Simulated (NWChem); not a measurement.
# A workflow on the pair CH2BrN···BH3Se

Wanted: the energy (singlet CH5BBrNSe, SVWN5/def2-SVP), then the energy (singlet CH2BrN, SVWN5/def2-SVP), then the energy (singlet BH3Se, SVWN5/def2-SVP), then a single-point energy (singlet CH2BrN, SVWN5/def2-SVP), then a single-point energy (singlet BH3Se, SVWN5/def2-SVP) of CH5BBrNSe and its partners. 

Program for the calculation: NWChem 7.3.0.

### 1 The molecule

CH5BBrNSe has 10 atoms, charge 0, and is taken as a singlet. The two molecules were placed rigidly side by side, at 0.9 times their contact distance; the pair isn't optimised.

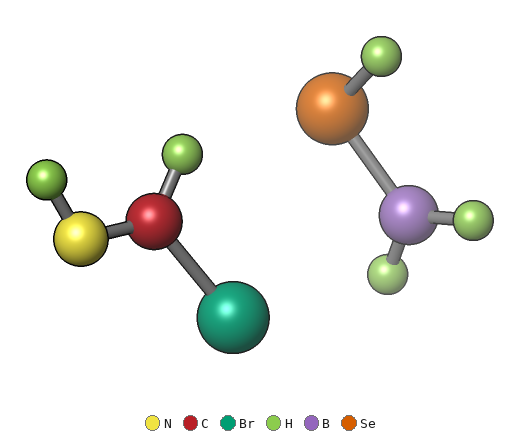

Viewed from a chosen angle; nitrogen yellow, carbon red, bromine teal, hydrogen green, boron purple, selenium orange.

### 2 The energy at SVWN5/def2-SVP (run 1)

The input, calc.nw:

```
start calc
memory total 2200 mb
charge 0
geometry noautosym nocenter noautoz
N    -0.878860   -0.426180    0.238040
C     0.227140    0.083420   -0.020460
Br    1.718240   -0.195280    1.118240
H    -1.568560   -0.178580   -0.471260
H     0.502040    0.716620   -0.864560
B     4.386960    1.332770   -0.370080
Se    3.292760    1.395840   -1.920290
H     4.573620    2.305140    0.288400
H     4.860260    0.270270   -0.114220
H     2.941380    2.821710   -1.855020
end
basis spherical bse
* library def2-SVP
end
dft
xc slater vwn_5
grid fine
convergence energy 1e-08
iterations 100
mulliken
print low
end
task dft
```

On the command line:

```bash
$ nwchem calc.nw > calc.out
```

Standard output:

```text
[...]
 d= 0,ls=0.0,diis     1  -5087.4931218418 -5.60D+03  1.50D-02  1.45D+00     2.0
[...]
 d= 0,ls=0.0,diis    12  -5087.6223523462 -5.65D-09  2.98D-07  1.06D-09    16.7
         Total DFT energy =    -5087.622352346150
      One electron energy =    -8100.518480085449
           Coulomb energy =     2692.495566614655
    Exchange-Corr. energy =     -188.488758051577
 Nuclear repulsion energy =      508.889319176222
[...]
      Total Density - Mulliken Population Analysis
     ---------------------------------------------
    Atom       Charge   Shell Charges
 -----------   ------   -------------------------------------------------------
    1 N    7     7.08   1.98  1.02  0.53  2.38  1.14  0.02
    2 C    6     6.12   1.98  0.94  0.26  2.03  0.85  0.06
    3 Br  35    35.01   2.00  2.00  1.99  1.50  0.47  6.00  5.97  2.40  2.65  8.17  1.76  0.11
    4 H    1     0.85   0.70  0.11  0.04
    5 H    1     0.92   0.70  0.19  0.02
    6 B    5     5.23   1.98  0.85  0.25  1.55  0.56  0.03
    7 Se  34    33.99   2.00  2.00  1.99  1.48  0.37  6.00  5.97  2.04  2.10  8.14  1.79  0.13
    8 H    1     0.94   0.71  0.22  0.01
    9 H    1     0.94   0.70  0.23  0.01
   10 H    1     0.92   0.67  0.23  0.02
[...]
```

Run time: 17 s. Hardware: 1 thread of AMD EPYC 9R45 (Zen 5), shared host; peak memory 0.12 GiB.

### 3 CH2BrN: the energy at SVWN5/def2-SVP (run 2)

The input, nw.nw:

```
start nw
memory stack 880 mb heap 220 mb global 1100 mb

geometry units angstrom noautosym nocenter noautoz
  N    -0.878860   -0.426180    0.238040
  C     0.227140    0.083420   -0.020460
  Br    1.718240   -0.195280    1.118240
  H    -1.568560   -0.178580   -0.471260
  H     0.502040    0.716620   -0.864560
end

basis spherical bse
  * library def2-SVP
end

dft
  xc slater vwn_5
  grid fine
  convergence energy 1e-08
  iterations 100
  mulliken
  print low
end

task dft
```

On the command line:

```bash
$ nwchem nw.nw > nw.out
```

Standard output:

```text
[...]
 d= 0,ls=0.0,diis     1  -2663.3573987900 -2.81D+03  2.56D-02  1.03D+00     0.6
[...]
 d= 0,ls=0.0,diis    11  -2663.4540299872 -1.63D-09  4.12D-07  1.83D-09     3.7
         Total DFT energy =    -2663.454029987156
      One electron energy =    -3999.037946982435
           Coulomb energy =     1289.273534075492
    Exchange-Corr. energy =      -99.962401518691
 Nuclear repulsion energy =      146.272784438477
[...]
      Total Density - Mulliken Population Analysis
     ---------------------------------------------
    Atom       Charge   Shell Charges
 -----------   ------   -------------------------------------------------------
    1 N    7     7.08   1.98  1.02  0.53  2.37  1.14  0.02
    2 C    6     6.13   1.98  0.94  0.27  2.03  0.85  0.06
    3 Br  35    35.04   2.00  2.00  1.99  1.49  0.48  6.00  5.97  2.40  2.68  8.17  1.76  0.10
    4 H    1     0.85   0.70  0.11  0.04
    5 H    1     0.90   0.71  0.17  0.02
[...]
```

Wall time 4.2 s (1 thread of AMD EPYC 9R45 (Zen 5), shared host); peak memory 0.11 GiB.

### 4 BH3Se: a single-point energy at SVWN5/def2-SVP (run 3)

The input, job.nw:

```
start job
memory stack 880 mb heap 220 mb global 1100 mb
geometry units bohr noautosym nocenter noautoz
B      8.29015292     2.51857029    -0.69934984
Se     6.22241459     2.63775531    -3.62882218
H      8.64288920     4.35608328     0.54499701
H      9.18456029     0.51073628    -0.21584452
H      5.55840263     5.33225910    -3.50547976
end
basis spherical bse
* library def2-SVP
end
dft
xc slater vwn_5
grid fine
convergence energy 1e-08
iterations 100
mulliken
noprint "final vectors analysis"
end
task dft
```

On the command line:

```bash
$ nwchem job.nw > job.out
```

Standard output:

```text
[...]
          Wavefunction type:  closed shell.
          No. of atoms     :     5
          No. of electrons :    42
[...]
          Charge           :     0
          Spin multiplicity:     1
[...]
          AO basis - number of functions:    61
[...]
              XC Information
              --------------
                        Slater Exchange Functional  1.000 local
                      VWN V Correlation Functional  1.000 local
[...]
 d= 0,ls=0.0,diis     1  -2424.1283632366 -2.50D+03  1.27D-02  4.14D-01     0.5
[...]
 d= 0,ls=0.0,diis    10  -2424.1625898123 -2.96D-09  6.65D-07  2.16D-09     3.0
         Total DFT energy =    -2424.162589812325
      One electron energy =    -3534.648485047923
           Coulomb energy =     1119.860348999979
    Exchange-Corr. energy =      -88.518693226740
 Nuclear repulsion energy =       79.144239462360
[...]
      Total Density - Mulliken Population Analysis
     ---------------------------------------------
    Atom       Charge   Shell Charges
 -----------   ------   -------------------------------------------------------
    1 B    5     5.21   1.98  0.85  0.23  1.56  0.55  0.03
    2 Se  34    33.97   2.00  2.00  1.99  1.48  0.37  6.00  5.97  2.04  2.08  8.14  1.79  0.13
    3 H    1     0.95   0.71  0.23  0.01
    4 H    1     0.95   0.70  0.23  0.01
    5 H    1     0.92   0.67  0.23  0.02
[...]
```

Run time: 3.6 s. Hardware: 1 thread of AMD EPYC 9R45 (Zen 5), shared host; peak memory 0.11 GiB.

### 5 CH2BrN among ghost functions: the energy at SVWN5/def2-SVP (with ghost functions) (run 4)

The input, mol.nw:

```
start mol
title "CH2BrN SVWN5"
memory 2200 mb

geometry units bohr noautosym nocenter noautoz
  N     -1.66080470    -0.80536348     0.44983041
  C      0.42923239     0.15764095    -0.03866380
  Br     3.24700302    -0.36902572     2.11316734
  H     -2.96414881    -0.33746729    -0.89055233
  H      0.94871810     1.35421554    -1.63378162
  bqB      8.290153     2.518570    -0.699350
  bqSe     6.222415     2.637755    -3.628822
  bqH      8.642889     4.356083     0.544997
  bqH      9.184560     0.510736    -0.215845
  bqH      5.558403     5.332259    -3.505480
end

basis spherical bse
  N library def2-SVP
  C library def2-SVP
  Br library def2-SVP
  H library def2-SVP
  bqB library B def2-SVP
  bqSe library Se def2-SVP
  bqH library H def2-SVP
end

dft
  xc slater vwn_5
  grid fine
  convergence energy 1e-08
  maxiter 100
  mulliken
  print low
end

task dft energy
```

On the command line:

```bash
$ nwchem mol.nw > mol.out
```

Standard output:

```text
[...]
 d= 0,ls=0.0,diis     1  -2663.3585629859 -2.81D+03  1.38D-02  1.04D+00     1.8
[...]
 d= 0,ls=0.0,diis    11  -2663.4554696166 -1.52D-09  2.50D-07  2.14D-09    13.9
         Total DFT energy =    -2663.455469616618
      One electron energy =    -3998.920195982379
           Coulomb energy =     1289.149109881654
    Exchange-Corr. energy =      -99.957157346126
 Nuclear repulsion energy =      146.272773830233
[...]
      Total Density - Mulliken Population Analysis
     ---------------------------------------------
    Atom       Charge   Shell Charges
 -----------   ------   -------------------------------------------------------
    1 N    7     7.08   1.98  1.02  0.53  2.37  1.14  0.02
    2 C    6     6.14   1.98  0.94  0.27  2.03  0.86  0.06
    3 Br  35    35.02   2.00  2.00  1.99  1.49  0.47  6.00  5.97  2.40  2.66  8.17  1.76  0.10
    4 H    1     0.85   0.70  0.11  0.04
    5 H    1     0.89   0.71  0.17  0.02
    6 X    0     0.02   0.00 -0.00  0.01 -0.00  0.01  0.00
    7 X    0     0.00   0.00  0.00  0.00 -0.00  0.00 -0.00  0.00 -0.00  0.00  0.00 -0.00  0.00
    8 X    0    -0.00  -0.00 -0.00 -0.00
    9 X    0     0.00  -0.00  0.00  0.00
   10 X    0     0.00  -0.00  0.00 -0.00
[...]
```

Run time: 15 s. Hardware: 1 thread of AMD EPYC 9R45 (Zen 5), shared host; peak memory 0.12 GiB.

### 6 BH3Se among ghost functions: a single-point energy at SVWN5/def2-SVP (with ghost functions) (run 5)

The input, geom.nw:

```
start geom
memory stack 880 mb heap 220 mb global 1100 mb

geometry units angstroms noautosym nocenter noautoz
  B     4.386960    1.332770   -0.370080
  Se    3.292760    1.395840   -1.920290
  H     4.573620    2.305140    0.288400
  H     4.860260    0.270270   -0.114220
  H     2.941380    2.821710   -1.855020
  bqN     -0.878860    -0.426180     0.238040
  bqC      0.227140     0.083420    -0.020460
  bqBr     1.718240    -0.195280     1.118240
  bqH     -1.568560    -0.178580    -0.471260
  bqH      0.502040     0.716620    -0.864560
end

basis spherical bse
  B library def2-SVP
  Se library def2-SVP
  H library def2-SVP
  bqN library N def2-SVP
  bqC library C def2-SVP
  bqBr library Br def2-SVP
  bqH library H def2-SVP
end

dft
  xc slater vwn_5
  mult 1
  grid fine
  convergence energy 1e-08
  iterations 100
  mulliken
  print low
end

task dft
```

On the command line:

```bash
$ nwchem geom.nw > geom.out
```

Standard output:

```text
[...]
 d= 0,ls=0.0,diis     1  -2424.1287953100 -2.50D+03  5.96D-03  4.20D-01     1.7
[...]
 d= 0,ls=0.0,diis    10  -2424.1631605290 -2.99D-09  3.27D-07  2.35D-09    12.1
         Total DFT energy =    -2424.163160528973
      One electron energy =    -3534.613324790007
           Coulomb energy =     1119.822521297392
    Exchange-Corr. energy =      -88.516602260403
 Nuclear repulsion energy =       79.144245224044
[...]
      Total Density - Mulliken Population Analysis
     ---------------------------------------------
    Atom       Charge   Shell Charges
 -----------   ------   -------------------------------------------------------
    1 B    5     5.20   1.98  0.85  0.23  1.56  0.55  0.03
    2 Se  34    33.97   2.00  2.00  1.99  1.48  0.36  6.00  5.97  2.04  2.07  8.14  1.79  0.13
    3 H    1     0.95   0.71  0.23  0.01
    4 H    1     0.95   0.70  0.24  0.01
    5 H    1     0.92   0.67  0.23  0.02
    6 X    0    -0.00  -0.00  0.00 -0.00  0.00 -0.00 -0.00
    7 X    0    -0.00  -0.00  0.00  0.00 -0.00 -0.00  0.00
    8 X    0     0.00   0.00  0.00  0.00 -0.00  0.00 -0.00  0.00 -0.00  0.00 -0.00  0.00 -0.00
    9 X    0    -0.00   0.00 -0.00  0.00
   10 X    0     0.01  -0.00  0.01 -0.00
[...]
```

Wall time 13 s (1 thread of AMD EPYC 9R45 (Zen 5), shared host); peak memory 0.12 GiB.

### 7 What came out

| quantity | value |
| --- | --- |
| run 1, SVWN5/def2-SVP: total energy | -5087.62235 Eh |
| CH2BrN: total energy | -2663.45403 Eh |
| BH3Se: total energy | -2424.16259 Eh |
| BH3Se: dipole moment | 0.93 D |
| CH2BrN among ghost functions: total energy | -2663.45547 Eh |
| BH3Se among ghost functions: total energy | -2424.16316 Eh |
| interaction energy of the rigid parts CH2BrN and BH3Se (parts in their own basis; closest atoms 3.06 Å apart) | -0.156 eV |
| interaction energy of the rigid parts CH2BrN and BH3Se (parts in the whole basis, counterpoise; closest atoms 3.06 Å apart) | -0.101 eV |

**Reading.** The interaction energy of the rigid parts CH2BrN and BH3Se (parts in their own basis; closest atoms 3.06 Å apart) is −0.16 eV (−15.1 kJ/mol): the parts attract. Without counterpoise this holds the superposition error of the basis. The interaction energy of the rigid parts CH2BrN and BH3Se (parts in the whole basis, counterpoise; closest atoms 3.06 Å apart) is −0.10 eV (−2.3 kcal/mol): the parts attract. The basis-set superposition error is 5.3 kJ/mol. Mulliken charges (run 1, SVWN5/def2-SVP) run from -0.23 on B6 to +0.15 on H4; they depend strongly on the basis. Mulliken charges (CH2BrN) run from -0.13 on C2 to +0.15 on H4. Mulliken charges (BH3Se) run from -0.21 on B1 to +0.08 on H5; they depend strongly on the basis.
